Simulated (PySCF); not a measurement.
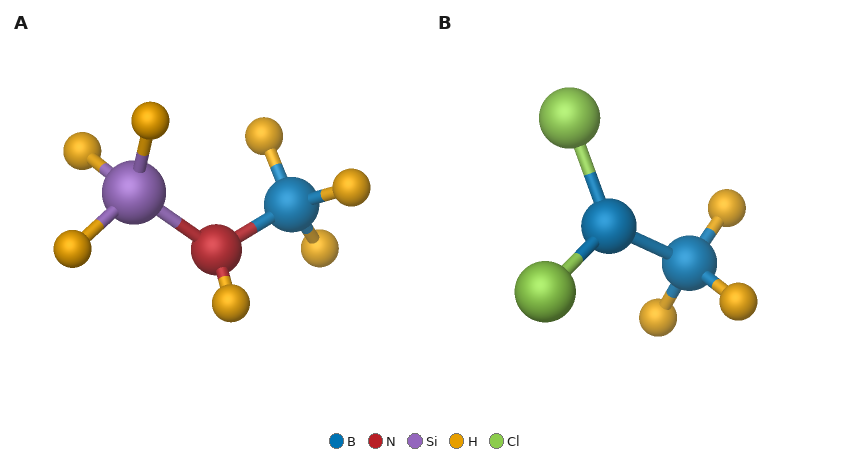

Two related species, optimised with PBE0-D3(BJ)/def2-SVP; properties computed with PySCF 2.14.0. Both: charge −1, singlet.

**Identify both.**

A is BH7NSi(-) ([BH3-]N[SiH3]), B is B2Cl2H3(-) ([BH3-]B(Cl)Cl).

Compare them. With PBE0/pcSseg-1: HOMO energy (Kohn–Sham orbital) (eV). With PBE0/def2-SVPD: mean static polarisability (bohr³).

| quantity | A | B |
| --- | --- | --- |
| HOMO energy (Kohn–Sham orbital) (eV) | −1.01 | −2.53 |
| mean static polarisability (bohr³) | 70.2 | 76.8 |

Each is one conformer, and no frequency run is at hand to confirm it as a minimum.
